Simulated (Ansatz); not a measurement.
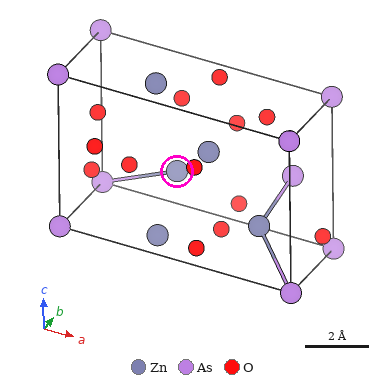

Shown here is a ball-and-stick view of the crystal, taken slightly off an axis. The box is the simulation cell; atoms on or close to its faces, edges and corners are drawn wherever they repeat.

The lattice constants are a = 7.73 Å, b = 5.65 Å, c = 5.09 Å, α = 92.58°, β = 104.23°, γ = 85.69°.

A stick is drawn for As–Zn up to 3.13 Å (cut-off distances).

The composition is Zn₂AsO₅.

Is the arrangement of atoms in the cell ordered?

No. The atoms show no order inside the cell (space group P1); it is a periodic model of a disordered solid.

Name the atom inside the ring and give its neighbours.

It is a zinc atom, bonded to one As at about 2.8 Å.

Shown is a made-up disordered cell, as it stood before any relaxation. It was the input of a calculation with Ansatz.

At this level of theory the cell isn't at rest (forces up to 3.4 eV/Å), so its distances can differ from those at equilibrium, the more so the softer the solid.
